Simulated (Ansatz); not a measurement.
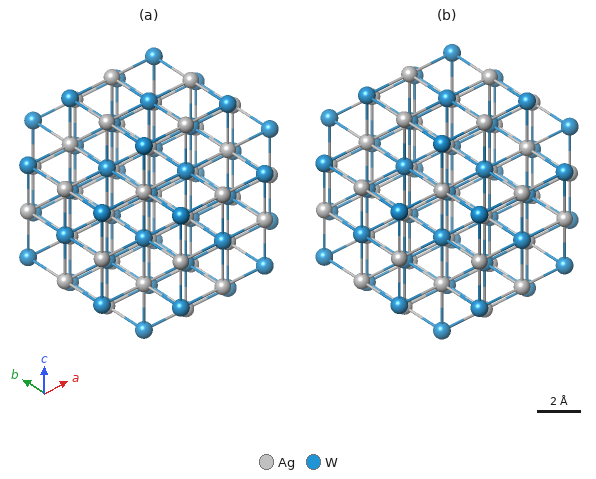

The structure of crystalline AgW (a generated structure, set up in Fm-3m) (coarse preliminary run) before (left) and after (right) a relaxation, at one scale.

Style: ball-and-stick. Shown: the conventional cell (4 times the calculation's cell), from a free direction. Lengths and directions refer to the drawn axes.

Method: DFT PBE, scalar-relativistic, plane waves, PAW in Ansatz.

Input
```yaml
crystal:
  lattice:
    - [0.0, 2.63129969, 2.63129969]
    - [2.63129969, 0.0, 2.63129969]
    - [2.63129969, 2.63129969, 0.0]
  atoms:
    - { symbol: Ag, position: [0.0, 0.0, 0.0] }
    - { symbol: W, position: [0.5, 0.5, 0.5] }
basis:
  ecutwfc: 420
kpoints:
  mp_grid: { grid: [6, 6, 6] }
hamiltonian:
  xc: pbe
scf:
  occupations: { method: gaussian, width: 0.1 }
  lower_state_search: "off"
output:
  forces: true
  stress: true
  eigenvalues: true
relax:
  adjacent_minimum: "off"
  f_tol: 0.04
  max_steps: 70
  cell: { stress_tol: 0.4 }
```

Launched with:
```bash
ansatz run input.yaml --threads 1 --pin off --max-ram 2048MiB --backend cpu --events-out ev --progress --plain --runs-dir out
```

Q: What changed between the two?

A: The energy falls by 18.4 meV per atom in 1 accepted move (3 points after the start). All forces vanish by symmetry, so only the cell relaxes. The pressure goes from 7.53 to −0.30 GPa. The line search rejected the trial step at point 1 of the run. The SCF was repeated once at an unchanged geometry on a basis and grid sized afresh for the cell, which shifted the energy by 0.3 meV per atom at most. The atoms keep their places relative to the cell (all moves are under 0.005 Å). The volume changes by +4.7 %, with a = b = c 5.263 → 5.344 Å (+1.5 %). Among the contacts that change: Ag1–W2 2.631 → 2.672 Å. The space group stays Fm-3m (No. 225).
